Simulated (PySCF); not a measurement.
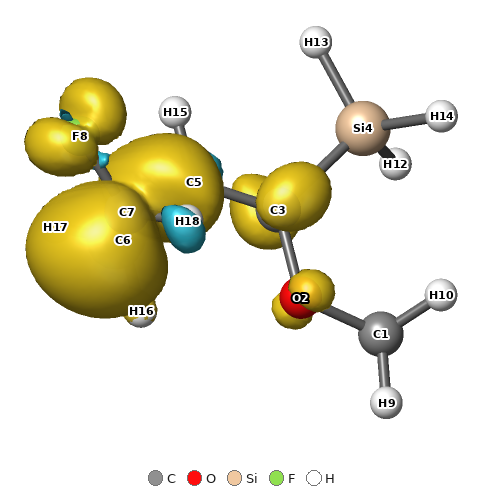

Figure 1: C$_{5}$H$_{10}$FOSi (SMILES CO/C([SiH3])=C\C[CH]F) (doublet). Isosurfaces of the spin density at +0.015 (yellow) and −0.015 e/Å³ (cyan), seen at a tilt.

Geometry: GFN2-xTB.

The calculation used PySCF, UKS B3LYP, pcH-1 on C F H O Si, non-relativistic, mean-field spin-orbit, GIAO.

```json
{"atom": "C", "x (Å)": "-2.0124", "y (Å)": "-1.2776", "z (Å)": "-0.5785"}
{"atom": "O", "x (Å)": "-0.6778", "y (Å)": "-1.0259", "z (Å)": "-0.2297"}
{"atom": "C", "x (Å)": "-0.3324", "y (Å)": "0.2582", "z (Å)": "0.1113"}
{"atom": "Si", "x (Å)": "-1.4407", "y (Å)": "1.7439", "z (Å)": "-0.2800"}
{"atom": "C", "x (Å)": "0.8542", "y (Å)": "0.4385", "z (Å)": "0.7127"}
{"atom": "C", "x (Å)": "1.8399", "y (Å)": "-0.6657", "z (Å)": "0.9951"}
{"atom": "C", "x (Å)": "2.8078", "y (Å)": "-0.5959", "z (Å)": "-0.1200"}
{"atom": "F", "x (Å)": "3.8034", "y (Å)": "0.3126", "z (Å)": "-0.0129"}
{"atom": "H", "x (Å)": "-2.0604", "y (Å)": "-2.3370", "z (Å)": "-0.8300"}
{"atom": "H", "x (Å)": "-2.3260", "y (Å)": "-0.6881", "z (Å)": "-1.4460"}
{"atom": "H", "x (Å)": "-2.6920", "y (Å)": "-1.0742", "z (Å)": "0.2555"}
{"atom": "H", "x (Å)": "-2.7393", "y (Å)": "1.6015", "z (Å)": "0.3870"}
{"atom": "H", "x (Å)": "-0.7483", "y (Å)": "2.9307", "z (Å)": "0.2087"}
{"atom": "H", "x (Å)": "-1.6654", "y (Å)": "1.8423", "z (Å)": "-1.7270"}
{"atom": "H", "x (Å)": "1.1856", "y (Å)": "1.4400", "z (Å)": "0.9326"}
{"atom": "H", "x (Å)": "1.3298", "y (Å)": "-1.6280", "z (Å)": "0.9871"}
{"atom": "H", "x (Å)": "2.3459", "y (Å)": "-0.5054", "z (Å)": "1.9477"}
{"atom": "H", "x (Å)": "2.5190", "y (Å)": "-0.7634", "z (Å)": "-1.1451"}
```

> Where is the unpaired spin?

The unpaired spin (1 electron) lies mostly on C7 (about 0.7) and F8 (about 0.1), in electrons by Hirshfeld's partition.
